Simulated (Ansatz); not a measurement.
Consider SnGe3Se4.

Input

```
crystal:
  lattice:
    - [2.0330742109, 1.1737959429, 13.3476911603]
    - [-2.0330742109, 1.1737959429, 13.3476911603]
    - [0.0, -2.3475918858, 13.3476911603]
  atoms:
    - { symbol: Sn, position: [0.0, 0.0, 0.0] }
    - { symbol: Ge, position: [0.2467955037, 0.2467955037, 0.2467955037] }
    - { symbol: Ge, position: [0.5, 0.5, 0.5] }
    - { symbol: Ge, position: [0.7532044963, 0.7532044963, 0.7532044963] }
    - { symbol: Se, position: [0.6203312211, 0.6203312211, 0.6203312211] }
    - { symbol: Se, position: [0.8733414638, 0.8733414638, 0.8733414638] }
    - { symbol: Se, position: [0.1266585362, 0.1266585362, 0.1266585362] }
    - { symbol: Se, position: [0.3796687789, 0.3796687789, 0.3796687789] }
basis:
  ecutwfc: 420
kpoints:
  mp_grid: { grid: [12, 12, 12] }
hamiltonian:
  xc: pbe
scf:
  occupations: { method: gaussian, width: 0.01 }
output:
  forces: true
  stress: true
  eigenvalues: true
  write_density: true
  write_potential: true
  elf: true
  volumetric_format: npy
relax:
  adjacent_minimum: "off"
  f_tol: 0.01
  max_steps: 80
  cell: { stress_tol: 0.05 }
```

Run with:

```sh
ansatz run input.yaml --threads 1 --pin off --max-ram 2560MiB --backend cpu --events-out ev --progress --plain --runs-dir out
```

Below, planes, directions and counts refer to the conventional cell (a = 4.07 Å, b = 4.07 Å, c = 40.05 Å, α = 90.00°, β = 90.00°, γ = 120.00°).

Space group R-3m; a structure generated by program, which may or may not match a known phase.

The calculation used DFT PBE, scalar-relativistic, plane waves, PAW (Ansatz).

Question: Predict the valence pseudo-density and electron localisation function between the atoms.

Answer: Ge–Se (2.85 Å): the density is about 0.27 e/Å³ at the midpoint; the ELF is about 0.50 at the midpoint.
Sn–Se (2.99 Å): ρ is about 0.23 e/Å³ halfway; the ELF is about 0.40 at the midpoint.

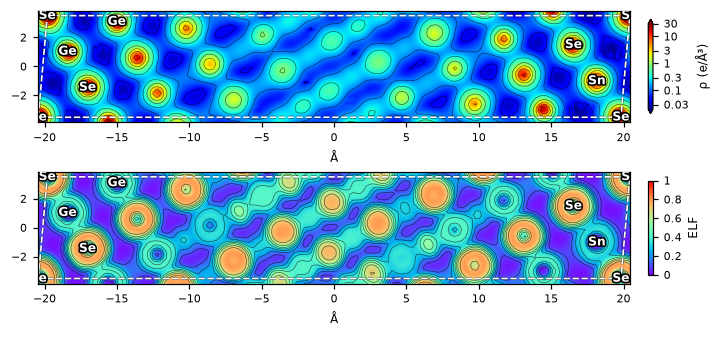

Computed valence pseudo-density and electron localisation function on the (111) plane of the conventional cell, in this order. Atoms just off the plane (Sn, 0.6 Å away, Ge, 0.3 Å away and Se, 0.3 Å away) can leave unmarked features too.

In a PAW calculation such maps are meaningful between the atoms, not at the nuclei.
